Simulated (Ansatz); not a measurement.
The figure comes from a scan of BN (zinc blende): a phonon pattern at L = (0.5, 0.0, 0.0) is frozen into a 4-atom cell, Q being the largest atomic displacement. The numbers are results of PBE (plane waves to 420 eV, PAW, scalar-relativistic; Ansatz, a first-principles code), not measurements. k mesh 8×16×16 (Γ-centred), Fermi-Dirac smearing 0.05 eV. The energy includes the smearing's −TS. Left out: 2 of 13 points, with atoms too close for the PAW data. BN was relaxed with its symmetry unable to fall. The zero of ΔE is the undisplaced structure.

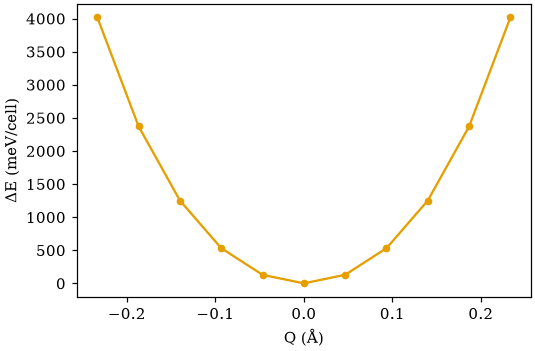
Fig. 1. ΔE (meV/cell) against Q (Å); one marker a computed point.

Task: Read the plotted values off the figure, to the accuracy that the plot allows.

Result: To the nearest 100:

```tsv
Q (Å)	ΔE (meV/cell)
-0.233	4000
-0.187	2400
-0.140	1300
-0.093	500
-0.047	100
0.000	0
0.047	100
0.093	500
0.140	1300
0.187	2400
0.233	4000
```

(For displaced atoms, the force is minus the slope of the energy, and its curvature is a force constant, which sets phonon frequencies.)
